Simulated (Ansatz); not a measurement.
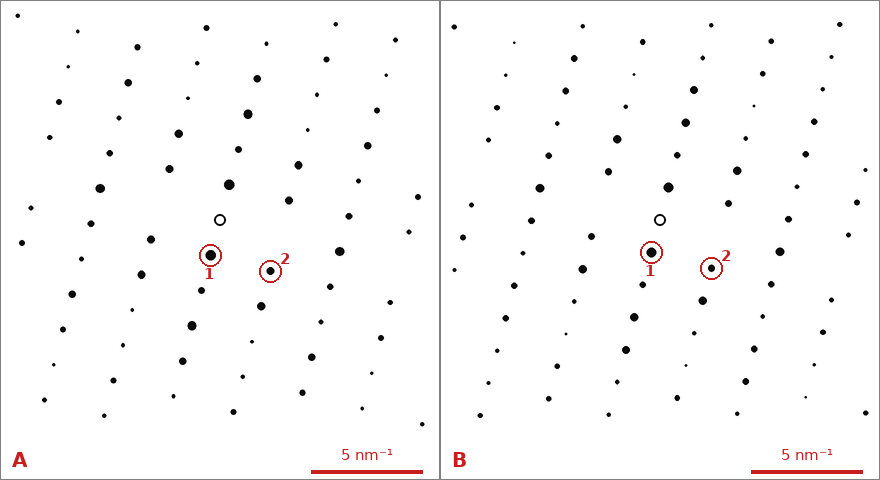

Kinematic electron diffraction patterns (300 kV, B = 0.5 Å², same scale) along [110] of the run's own cell, for the start and the end of one relaxation of Ga2S with DFT PBE, scalar-relativistic, plane waves, PAW (Ansatz 0.2.0). k mesh 4×4×8. The start is a generated model structure, and the relaxation ends in the nearest stationary point of its symmetry, not necessarily the ground state. Spot 1 is -1 1 0 and spot 2 is -1 1 1 in both.

Start structure:

```
Ga S
1.0
     8.58479    0.00000    0.00000
     0.00000    8.58479    0.00000
     0.00000    0.00000    3.57616
Ga S
4 2
Direct
  0.35302 0.35302 0.00000
  0.14698 0.85302 0.50000
  0.64698 0.64698 0.00000
  0.85302 0.14698 0.50000
  0.00000 0.00000 0.00000
  0.50000 0.50000 0.50000
```

Which pattern belongs to the start structure, and which to the relaxed one?

A is the start: its cell gives d(1) = 6.070 Å, d(2) = 3.081 Å and an angle of 59.5°. B is the relaxed structure, with d(1) = 6.600 Å (+8.7 %), d(2) = 3.139 Å (+1.9 %) and 61.6°.

Summarise the relaxation behind the change.

The volume changed by +18.0 % to 51.82 Å³ an atom; with the mean shift removed, the atoms moved by up to 0.15 Å relative to the cell (Ga most); the space group stayed P4_2/mnm (No. 136); the free energy fell by 7.8 meV an atom. Relaxed cell: a = 9.333 Å, b = 9.333 Å, c = 3.569 Å, α = 90.00°, β = 90.00°, γ = 90.00°.
